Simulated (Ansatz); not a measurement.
Complex (SMILES): O (H2O) with F (HF), atoms 1 to 3 the first; geometry from B3LYP-D3(BJ)/def2-TZVP, monomers rigid:
```xyz
5

O      0.0126     0.5732     0.1476
H     -0.2167     0.4999    -0.7856
H      0.6440    -0.1320     0.3287
F      0.9055     2.9606     0.8114
H      0.5537     2.1097     0.6008
```

Basis-set convergence of the counterpoise-corrected interaction energy at B3LYP with Ansatz (an electronic-structure program). Cartesian d functions, on some or all atoms, in 6-31+G*; all else is spherical. The program fits the integrals of some runs and decomposes those of others, by size. No added dispersion term, no relativity. Functions are those of the species that has most. Reference: the value in aug-pcseg-3, -9.11 kcal/mol. Deviations are taken from unrounded values.

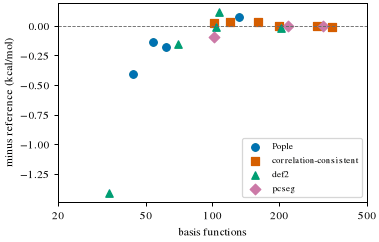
Figure: Deviation from the reference against the number of basis functions, by family of sets.

| basis | functions | counterpoise-corrected interaction energy (kcal/mol) | minus reference (kcal/mol) |
|---|---|---|---|
| def2-SV(P) | 34 | -10.52 | -1.41 |
| 6-31+G* | 44 | -9.51 | -0.40 |
| 6-311G** | 54 | -9.24 | -0.14 |
| 6-311+G** | 62 | -9.29 | -0.18 |
| def2-SVPD | 70 | -9.26 | -0.15 |
| cc-pVTZ | 102 | -9.08 | 0.02 |
| pcseg-2 | 102 | -9.20 | -0.09 |
| def2-TZVPP | 104 | -9.12 | -0.01 |
| def2-TZVPD | 107 | -8.99 | 0.11 |
| jun-cc-pV(T+d)Z | 120 | -9.08 | 0.03 |
| 6-311++G(3df,3pd) | 132 | -9.03 | 0.07 |
| aug-cc-pVTZ | 161 | -9.07 | 0.03 |
| cc-pVQZ | 200 | -9.11 | 0.00 |
| def2-QZVPP | 204 | -9.13 | -0.02 |
| pcseg-3 | 219 | -9.11 | -0.01 |
| aug-cc-pVQZ | 298 | -9.10 | 0.00 |
| aug-pcseg-3 | 317 | -9.11 | 0.00 |
| cc-pV5Z | 347 | -9.12 | -0.01 |
